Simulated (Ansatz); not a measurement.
**CH5BN2O: density, localisation and related maps**

```xyz
10

N    -0.2332    1.5069    0.5056
C     0.3103    0.6147    1.2537
O     0.4662   -0.6799    0.9299
B     0.1611   -1.5042   -0.1984
N    -0.6087   -0.4471   -1.3059
H    -0.2344    2.4230    0.9766
H     0.7188    0.8182    2.2704
H    -1.5361   -0.8626   -1.4849
H    -0.6778    0.5557   -0.9732
H    -0.0837   -0.5373   -2.1888
```

The calculation used RKS PBE/def2-SVP in Ansatz.

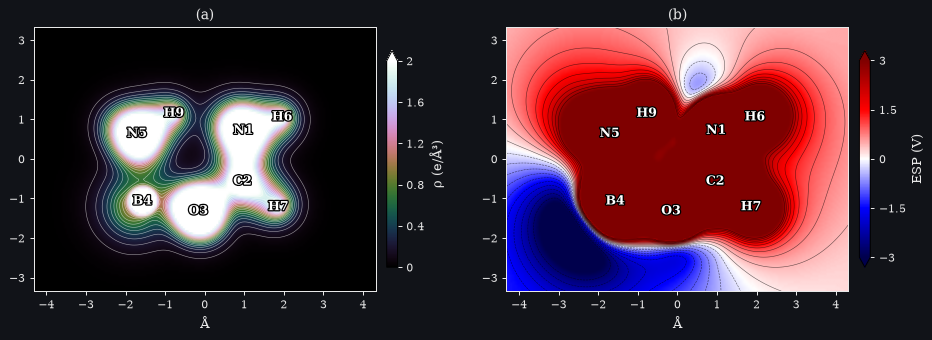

Figure 1. (a) electron density; (b) molecular electrostatic potential on the plane of atoms O3, C2 and H7.

Question: Interpret the plot.

Answer: The plane passes through N, C, O, B and H nuclei.
C–N (1.28 Å): the density is about 2.7 e/Å³ at the midpoint.
C–O (1.34 Å): the density is about 2.4 e/Å³ at the midpoint.
B–O (1.43 Å): ρ is about 1.7 e/Å³ halfway.
B–N (1.71 Å): ρ at the midpoint is about 1 e/Å³.
N–H (1.03 Å): the density is about 2.7 e/Å³ at the midpoint.
Outside the dense part of the molecule the potential is most negative (−4.1 V) near O3.

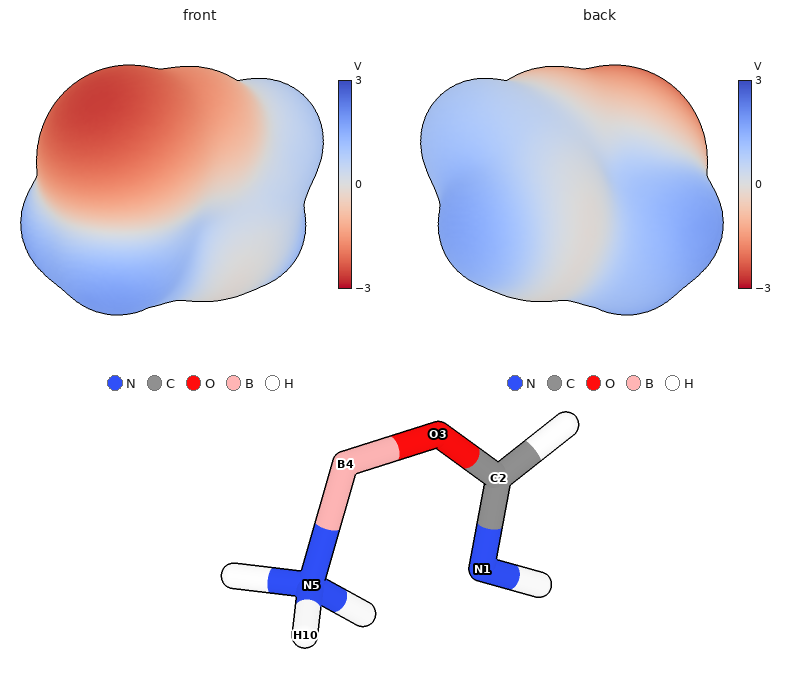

Figure 2. The electrostatic potential painted on the density surface at 0.001 e/bohr³, seen from the front and from behind; the colour scale runs from red (negative) to blue (positive). The bare structure is drawn below in the same view.

Question: Where is the surface potential most negative and most positive?

Answer: The most negative region (about −2.6 V, or −60 kcal/mol for a unit charge) lies over O3, the most positive (about +1.7 V, or +39 kcal/mol for a unit charge) over H8 and H10. O3 is the likeliest acceptor of a hydrogen bond.

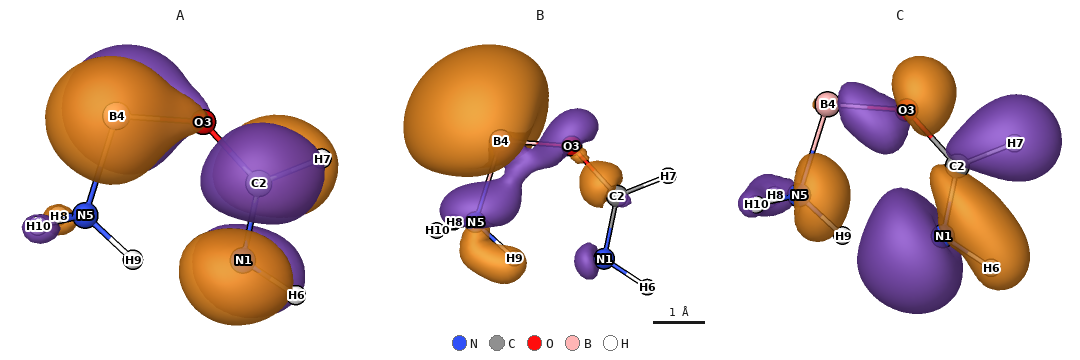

Figure 3. Three frontier orbitals at ±0.1 Å⁻³ᐟ² (orange and purple are the two phases), in no order.

Question: Order the three orbitals by energy and name them.

Answer: C is the HOMO−1 (−7.14 eV). By Hirshfeld shares it lies mainly on N1 (about 50 %), C2 (about 10 %), O3 (about 10 %), H7 (about 10 %) and N5 (about 5 %). B is the HOMO (−2.96 eV). By Hirshfeld shares it lies mainly on B4 (about 80 %) and N5 (about 10 %). A is the LUMO (−1.82 eV). It lies mainly on C2 (about 30 %), B4 (about 30 %), N1 (about 25 %) and O3 (about 5 %).

Question: What is the HOMO–LUMO gap?

Answer: 1.14 eV between the orbital energies.
